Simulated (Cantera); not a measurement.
Input: 1 mol N2O, 0.47 mol SO2, 7.5 mol N2, held at 13.0 Pa.

Cantera equilibrium calculation (NASA polynomials, part measured and part estimated; ideal gas, pure solids and liquids). Candidate condensed phases: S; 32 gas species. Ions and electrons are included (thermal ionisation). Rates play no part.

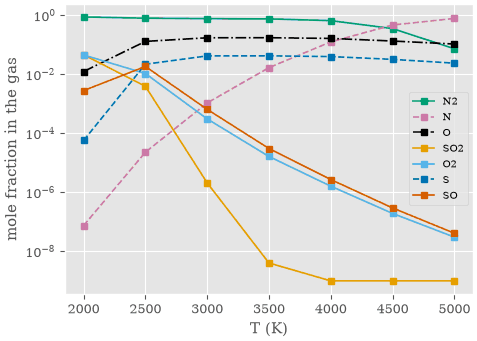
Fig. 1. Equilibrium gas composition (values under 1e-9 drawn at 1e-9)

Problem. Read off the mole fractions at 2500 K.

Solution. N2 about 0.81, O about 0.13, S about 0.022, SO about 0.019, O2 about 0.011, SO2 about 0.0040, N about 2.3e-5.
